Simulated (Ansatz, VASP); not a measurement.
# CdS (Hawleyite) in two plane-wave programs

Aim: how closely do two programs agree when they are given the same cell, functional and k mesh?

Main program and level: Ansatz 0.2.0; plane waves, with VASP 6.6.1 beside it; relaxation of cell and atoms at r2SCAN with rVV10.

### 1. The structure

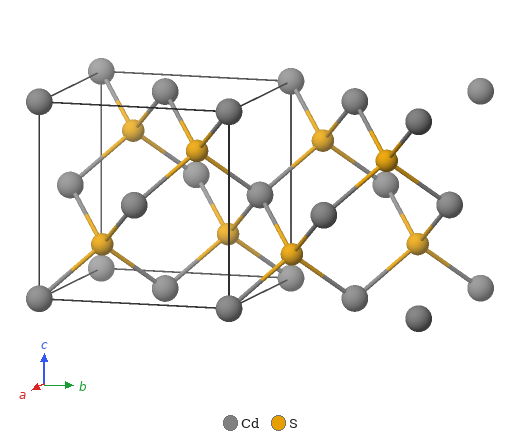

The cell as given, slightly off an axis (cadmium grey, sulfur orange). 1×2×1 cells are drawn. This picture shows the conventional cell, with its axes. Bonds to atoms that aren't drawn are left out. Some periodic images of atoms are drawn too.

### 2. Ansatz: relaxation of cell and atoms, r2SCAN with rVV10

Ansatz runs on its default PAW (the set named soft_2) files.

The relaxed volume is the usual yardstick between codes: its relative difference is about their pressure difference at one cell divided by the bulk modulus.

File input.yaml:

```yaml
crystal:
  lattice:
    - [0.0, 2.9165, 2.9165]
    - [2.9165, 0.0, 2.9165]
    - [2.9165, 2.9165, 0.0]
  atoms:
    - { symbol: Cd, position: [0.0, 0.0, 0.0] }
    - { symbol: S, position: [0.25, 0.25, 0.25] }
hamiltonian:
  xc: r2scan
  pseudopotentials: { kind: paw }
  dispersion: rvv10
kpoints:
  mp_grid: { grid: [8, 8, 8] }
scf:
  occupations: { method: fermi_dirac, width: 0.05 }
relax:
  f_tol: 0.01
  max_steps: 60
  cell: { stress_tol: 0.05 }
output:
  forces: true
  stress: true
  write_density: true
  write_potential: true
  elf: true
  volumetric_format: npy
```

Started as:

```console
$ ansatz run input.yaml --threads 4 --pin off --max-ram 9216MiB --backend cpu --events-out ev --progress --plain --runs-dir out
```

Numbers of over 12 decimals in the logs are rounded to 6 here.

Log:

```text
Engine: ansatz 0.2.0, x86_64-unknown-linux-gnu
Pseudopotentials: kind: paw
Pseudopotential: Cd, paw, valence charge 20, recommended cutoff 500 eV (meta_gga), Cd.paw.azcp
Pseudopotential: S, paw, valence charge 6, recommended cutoff 500 eV (meta_gga), S.paw.azcp
Functional definition: r2SCAN+rVV10
  parameter k0 = 0.174
  parameter k1 = 0.065
  parameter a1 = 4.9479
  exchange = r2scan_x(k0 = k0, k1 = k1, a1 = a1)
  correlation = r2scan_c + rvv10(11.95, 0.0093)
Crystal: 2 atoms, lattice volume = 49.615 Å³
Basis set: ecut = 500 eV, 1243 PW (Γ), exchange–correlation on 144×144×144 points (64 copies of the dense FFT grid, shifted against one another)
Bands: 17, of which v1, the nominal top of the filled ones, is band 13 counted from 1 (12 counted from 0)
Symmetry: 24 space group operations
Space group: F-43m (ITA 216), of the structure as read, at distance tolerance 3.7e-5 Å
k-points: 29 of 512 (time reversal used)
Non-local potential: Cd, projectors of the file, l = 0: 3, l = 1: 2, l = 2: 2, l = 3: 1
Non-local potential: S, projectors of the file, l = 0: 2, l = 1: 2, l = 2: 2
PAW form: soft (Blöchl's): semilocal exchange-correlation on the pseudo side does not see the compensation charge
rVV10 density: all electrons in the spheres
PAW frozen core: Cd, regenerated for the run's functional (the file was generated under x = pbe(κ = 0.804, μ = 0.219515), c = pbe(β = 0.066725))
PAW frozen core: S, regenerated for the run's functional (the file was generated under x = pbe(κ = 0.804, μ = 0.219515), c = pbe(β = 0.066725))
PAW one-centre angular grid: Cd, 590 points (default); XC on 160 Gauss nodes
PAW one-centre angular grid: S, 302 points (default); XC on 160 Gauss nodes
Initial density: superposition of atomic densities (neutral atoms: chi_scale 0, normalization atom), corrected by the library's trained network
Initial wavefunctions: pseudopotential atomic-orbital guess
Functional: x = r2scan, c = r2scan + rvv10(b = 11.95, C = 0.0093); τ floored in thin density (d = 2e-4 eV/Å³)
SCF iter   1: F=—  HF=-9173.149567 eV  |F-HF|=—  |Δ(HF+E_count)|=         —  Δρ=5.84e-3  dr2=9.74e-3  dr2_τ=1.60e-2  ethr=1.77e-3  ⟨swp⟩=5.7  Hψ=2460  notcnv=0
preconditioner: auto → none  [insulator: Δε(μ)=1.493 eV  Ē_g=13.029 eV  σ=0.050 eV  W_gap=1.00  n_scr=14 (ndim 8)  ℏωp=22.4 eV  f_vac=0.132  D(μ)=0.00/eV (n_scr^D=0)  ε∞_Penn≈3.9]
SCF iter   2: F=—  HF=-9173.160517 eV  |F-HF|=—  |Δ(HF+E_count)|=   1.10e-2  Δρ=3.04e-3  dr2=2.08e-3  dr2_τ=4.26e-4  ethr=3.75e-5  ⟨swp⟩=3.0  Hψ=1211  notcnv=0
SCF iter   3: F=—  HF=-9173.161063 eV  |F-HF|=—  |Δ(HF+E_count)|=   5.46e-4  Δρ=1.42e-3  dr2=4.47e-4  dr2_τ=6.42e-5  ethr=7.98e-6  ⟨swp⟩=2.1  Hψ=662  notcnv=0
SCF iter   4: F=—  HF=-9173.161266 eV  |F-HF|=—  |Δ(HF+E_count)|=   2.02e-4  Δρ=1.42e-4  dr2=8.03e-6  dr2_τ=6.91e-7  ethr=1.72e-6  ⟨swp⟩=3.0  Hψ=886  notcnv=0
SCF iter   5: F=—  HF=-9173.161252 eV  |F-HF|=—  |Δ(HF+E_count)|=   1.40e-5  Δρ=3.62e-5  dr2=2.90e-7  dr2_τ=2.81e-8  ethr=3.09e-8  ⟨swp⟩=2.2  Hψ=776  notcnv=0
SCF iter   6: F=-9173.161252 eV  HF=-9173.161252 eV  |F-HF|=8.63e-9  |Δ(HF+E_count)|=   2.43e-7  Δρ=4.97e-6  dr2=9.91e-9  dr2_τ=4.68e-9  ethr=3.85e-10  ⟨swp⟩=8.0  Hψ=2872  notcnv=0
SCF 1 converged in 6 iterations: F = -9173.161252 eV  dr2 = 9.91e-9
  greatest PAW one-centre occupation: 1.001 electrons in one spin orbital (limit 2), on the Cd atom at site 0 (counted from 0), in its partial waves of l = 1
relax step   1: F+E_penalty+E_count = -9173.16125182 eV  Δ(F+E_penalty+E_count) = +0.000e0 eV  max|allowed force component| = 1.249e-16 eV/Å  Δτ_max = 0.0000 Å  P = +0.577 GPa  Ω = 49.615 Å³  (6 SCF iters, dr2 threshold 1.00e-7 eV, accepted)
[...]
relax step   2: F+E_penalty+E_count = -9173.16190310 eV  Δ(F+E_penalty+E_count) = -6.513e-4 eV  max|allowed force component| = 8.442e-17 eV/Å  Δτ_max = 0.0000 Å  P = -0.019 GPa  Ω = 50.075 Å³  energy of the carried Pulay correction = -1.405e-4 eV  (5 SCF iters, dr2 threshold 2.00e-7 eV, accepted)
[...]
relax step   3: F+E_penalty+E_count = -9173.16205575 eV  Δ(F+E_penalty+E_count) = -1.527e-4 eV  max|allowed force component| = 7.517e-17 eV/Å  Δτ_max = 0.0000 Å  P = -0.017 GPa  Ω = 50.075 Å³  stress off target by 1.65e-2 GPa  SCF on the basis re-selected at this cell (its energy is not comparable with the rows above)  (5 SCF iters)
basis re-selected at this cell: Δ(F+E_penalty+E_count) = -1.527e-4 eV, ΔP = +0.002 GPa vs the last step (what re-selecting the basis moved, of the pressure what is left beyond the Pulay correction that the steps carried, after the strain that the cell walked since its last selection, with what the two solves' SCF thresholds leave and, on support functions, any second-order correction that the steps lacked; it is no m [...]
SCF converged after 5 iterations
Free energy (F): -9173.162056 eV
Harris-Foulkes:  -9173.162056 eV  (|F-HF|=7.28e-12)
Internal energy: -9173.162056 eV  (E = F + TS)
E sigma→0 (E₀):  -9173.162056 eV
Fermi energy:    7.294150 eV
--- Per-component energies (eV) ---
  E_band       = -537.017198
  E_kinetic    = 611.748919
  E_local      = -4027.125708  (includes V_loc(G=0)·N_el)
  E_nonlocal   = 63.013637
  E_hartree    = 1849.846545
  E_xc         = -257.530318
  E_vxc        = -339.619515  (∫ρ·V_xc dr)
  E_paw        = -4715.754576  (= ΣΔE_a)
  E_vpaw       = -566.448320  (= ΣTr[D̂ρ^β])
  E_aug_tail   = 0.000006  (compensation charges beyond the density's cutoff)
  E_vtau       = 21.720674  (kinetic-family band-sum trace: ∫τ·v_τ [+ j·A + Jᵃ·Aᵃ] dr)
  E_ewald      = -2696.686023
  E_core_change = -0.674537  (= ΣΔE_core)
  E_smearing   = -0.000000  (= −TS)
  E_closure    = -0.000000  (closes the sum)
  Σ components = -9173.162056   (vs F -9173.162056, Δ=0.00e0)
--- Forces (eV/Å), atoms counted from 1 ---
  atom   1  Cd     0.00000000    -0.00000000    -0.00000000
  atom   2  S      0.00000000     0.00000000     0.00000000
  max |Σ_I F_I| component: 8.10e-17 eV/Å
--- Stress (GPa, compression-positive) ---
       -0.016531       0.000000       0.000000
        0.000000      -0.016531       0.000000
        0.000000       0.000000      -0.016531
  P = ⅓ Tr σ = -0.0165 GPa (-0.165 kbar)
--- Band table (eV; the first three rows and the last of 29) ---
  k-point 0: bands = [... 9 lower, -0.9593, 6.4970, 6.4970, 6.4970, 8.0132, 13.5378, 13.5378, 13.5378]
  k-point 1: bands = [... 9 lower, -0.9603, 5.5158, 6.3755, 6.3755, 8.8184, 13.2265, 13.7397, 13.7397]
  k-point 2: bands = [... 9 lower, -0.9548, 4.0196, 6.1006, 6.1006, 9.6659, 13.1550, 14.0307, 14.0307]
  k-point 28: bands = [... 9 lower, -0.3317, 2.6315, 4.2191, 4.2691, 12.1490, 12.4113, 14.2245, 14.8271]
--- Relaxed structure (2 steps of the walk, 2 accepted, 1 SCFs on fresh bases) ---
  F+E_penalty+E_count = -9173.16205575 eV   max|allowed force component| = 7.517e-17 eV/Å   (the final SCF, on the basis selected at the relaxed cell)
  cell:  # Å, volume = 50.0746 Å³
    - [0, 2.925471, 2.925471]
    - [2.925471, 0, 2.925471]
    - [2.925471, 2.925471, 0]
  atoms:
    - { symbol: Cd, position: [0, 0, 0] }
    - { symbol: S, position: [0.250000, 0.250000, 0.250000] }
```

Wall time 6.5 s (4 threads of Intel Xeon 6975P-C (Granite Rapids), shared host); peak memory 0.64 GiB.

[end of part 1 of 2]

[Lines on the potential files, build, host, timing and source positions are cut from VASP's logs without a mark.]

[Logs are printed without paths, hosts, clocks, repeated set-up lines and the standing remarks that a program may print on its own settings, such as how far it seeks lower states.]

[Hosts, paths, dates, database ids (printed as entryN), source tags and the programs' standing remarks are cut or masked in the printed files.]
